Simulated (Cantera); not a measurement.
Input: 1 mol C2H5OH, 1.5 mol O2, equilibrated at 7.50 Torr.

Equilibrium computed with Cantera from the NASA thermochemical tables; the gas is ideal and each condensed phase is pure. Candidate condensed phases: C, C6H6, C7H8, C8H18, H2O; 110 gas species. The numbers say what is thermodynamically allowed, not how fast it happens.

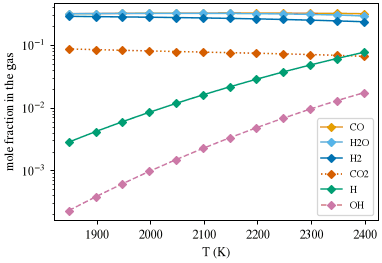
*Equilibrium gas composition (values under 1e-9 drawn at 1e-9)*

Problem. Read off the mole fractions at 2298 K.

Solution. CO about 0.32, H2O about 0.31, H2 about 0.25, CO2 about 0.070, H about 0.048, OH about 0.0095.
